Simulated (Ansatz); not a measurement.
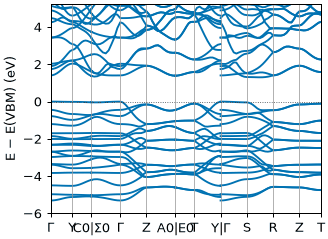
Figure: Band structure from r²SCAN in the plane-wave PAW code Ansatz

The gap is 1.25 eV; an edge lies off the plotted path or next to a special point (maximum at Γ, minimum off the standard path).

The material is Rb2P2Pd in space group Cmcm (No. 63; Rb on 4c, Rb on 4c, P on 8g, Pd on 4a).

The workflow started from a Materials Project entry (that database holds measured and hypothetical structures alike); the Crystallography Open Database copy checked does not list it. Its standing as an ambient phase is unchecked. The cell was relaxed with r²SCAN under the symmetry of its start; whether a distortion lowers the energy is not shown. No spin polarisation was allowed. Spin–orbit coupling is left out wherever it is not named.

Potentials: the later of the program's two PAW sets.
